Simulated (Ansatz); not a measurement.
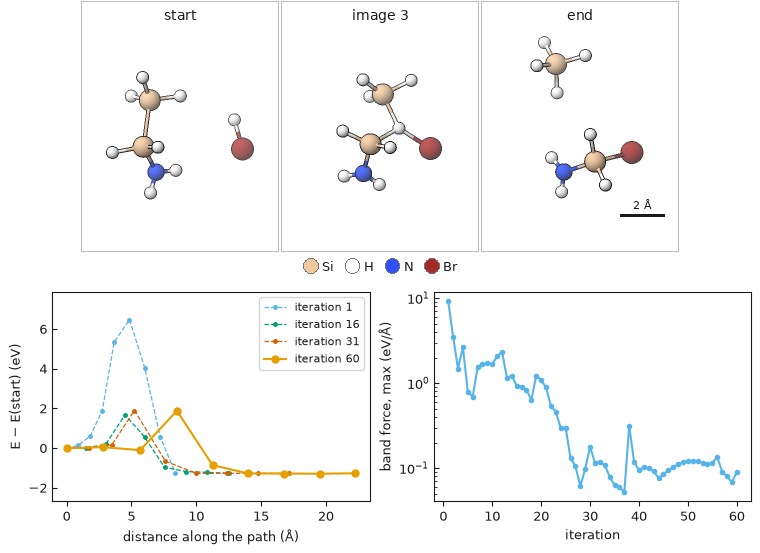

A search for the minimum-energy path of Si₂NH₈Br, made up at the start of Si$_{2}$NH$_{7}$ and HBr by the nudged elastic band. Images are numbered from 0 (start) to 8 (end). The plot follows the band through its iterations. A ball-and-stick model, seen at a tilt.

The calculation used RHF/def2-SVP in Ansatz. Run with 7 movable images; climbing image; force threshold 0.03 eV/Å; iteration limit 60; starting path through a guess of the saddle point.

Q: How did the profile develop, and is the result final?

A: The result isn't final. The band hadn't converged when the run stopped after 60 iterations. The largest component of the band force went from 9.2 to 0.09 eV/Å. The barrier read from it is provisional, though the highest image hardly moved in the last two iterations. The first iteration put the highest image at 6.48 eV. Relative to the start the highest point is image 3 at +1.88 eV and the end lies at −1.27 eV, but the profile dips to −0.10 eV at image 2 on the way, so there may be more than one step; on an unconverged band the side maxima are provisional.

Limits of the set-up: the start holds two separate molecules, 2.9 Å apart at their closest, whose relative position is a soft coordinate and is computed without a dispersion correction; Hartree-Fock leaves out electron correlation.

Cost: 14 min on 2 threads of Arm Neoverse V1 (shared host), peak memory 0.3 GiB.
